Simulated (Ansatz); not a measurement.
# Fields on a plane of ZrC (rock salt)

```
ZrC
1.0
    0.00000     2.35572     2.35572
    2.35572     0.00000     2.35572
    2.35572     2.35572     0.00000
Zr C
1 1
Direct
  0.00000   0.00000   0.00000
  0.50000   0.50000   0.50000
```

The slice is a {111} plane (indices of the conventional cell) through the point (0.500, 0.500, 0.500) (fractional), spanned by u = [100] and v = [-1 2 0] in vectors of this cell: u (3.33 Å) and v (5.77 Å, at 90° to u). It covers one period; positions are fractions (u, v).

Atoms on it: C at (0.00, 0.00); C at (0.50, 0.50).

All values below come from r2SCAN (plane waves to 500 eV, PAW, scalar-relativistic; Ansatz, a program for electronic structure). k mesh 17×17×17. Near the nuclei the fields are pseudised (PAW); where an atom keeps semicore shells as valence, they peak there. ZrC is run without spin polarisation. ZrC was relaxed with its symmetry unable to fall.

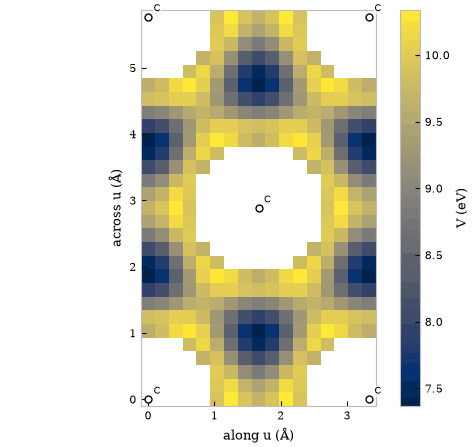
Electrostatic potential energy of an electron, from the cell's mean, in eV, one period of the plane, atoms marked. Points within 1 Å of a nucleus are left white, as the pseudised field means little there. The zero, the cell's mean, hangs on the PAW cores.

```
|xxxxxx9999885522112255889999xxxx|
|xxxx99999977331100113377999999xx|
|99999999885522000000225588999999|
|99999988663311000000113366889999|
|88887766441100000000001144667788|
|55444433221100000000001122334444|
|11111111111111111111111111111111|
|00000011223344445544443322110000|
|00000011446677888888776644110000|
|00001133668899999999998866331100|
|00002255889999999999999988552200|
|00113377999999xxxxxx999999773311|
|112255889999xxxxxxxxxx9999885522|
|112255889999xxxxxxxxxx9999885522|
|112255889999xxxxxxxxxx9999885522|
|00113377999999xxxxxx999999773311|
|00002255889999999999999988552200|
|00001133668899999999998866331100|
|00000011446677888888776644110000|
|00000011223344445544443322110000|
|11111111111111111111111111111111|
|55444433221100000000001122334444|
|88887766441100000000001144667788|
|99999988663311000000113366889999|
|99999999885522000000225588999999|
|xxxx99999977331100113377999999xx|
|xxxxxx9999885522112255889999xxxx|
|xxxxxx9999885522112255889999xxxx|
```
Scale: ten equal steps from 0.07 (start of '0') to 0.81 (end of '9'), in the order '0123456789'. Values: electron localisation function (ELF). The map has 16 points along u (two characters each, u = 0 at the left) and 28 along v (v = 0 in the bottom row). Points within 0.5 Å of a nucleus are blanked (x), as the pseudised field means little there.
